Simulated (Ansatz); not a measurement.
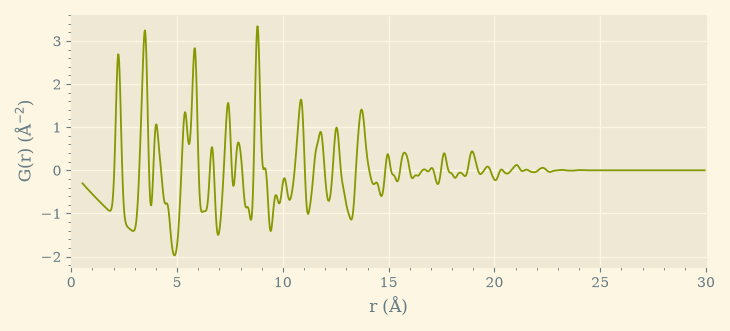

Computed X-ray G(r), with each pair weighted by the product of the atomic numbers (X-ray weights at Q = 0) and a uniform peak width σ = 0.12 Å, for spherical particles of P with the bulk structure: the bulk G(r) is multiplied by the envelope of a sphere of diameter D, 1 − 3r/2D + r³/2D³, with no surface relaxation. The number density is 0.0469 atoms per Å³. It is based on the input geometry of an electronic-structure calculation (not necessarily at equilibrium).

> How large are the particles?

About 25 Å (2.5 nm): the signal vanishes at r = D, fading from view somewhat earlier.

> Roughly how many atoms does one particle hold?

About 380 (number density 0.0469 Å⁻³ times πD³/6).
